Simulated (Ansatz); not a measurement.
| atom | x (Å) | y (Å) | z (Å) |
| --- | --- | --- | --- |
| C | 0.7121 | -2.4223 | -0.5432 |
| C | 0.7270 | -1.2682 | 0.1278 |
| Cl | -0.6985 | -0.2124 | 0.1403 |
| O | 1.7513 | -0.8590 | 0.8832 |
| C | 2.2798 | 0.4577 | 0.6741 |
| C | 3.4286 | 0.6552 | 1.6385 |
| H | 1.6095 | -3.0428 | -0.5414 |
| H | -0.1825 | -2.7602 | -1.0629 |
| H | 1.4819 | 1.2002 | 0.8408 |
| H | 2.6124 | 0.5478 | -0.3763 |
| H | 3.0821 | 0.5556 | 2.6784 |
| H | 4.2196 | -0.0901 | 1.4651 |
| H | 3.8607 | 1.6596 | 1.5096 |

Computed with Ansatz, RKS B3LYP-D4/def2-SVP.

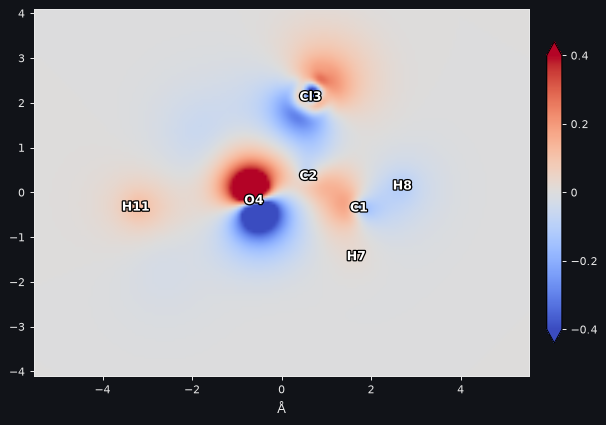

C4H7ClO (SMILES C=C(Cl)OCC). The HOMO−1 on the plane of atoms Cl3, C2 and O4 (values in Å⁻³ᐟ²; the overall sign is arbitrary).

Question: What is the character of this orbital?

Answer: It lies mainly on O4 (about 40 %), Cl3 (about 30 %), C5 (about 10 %) and H9 (about 5 %). Its energy is −8.22 eV.
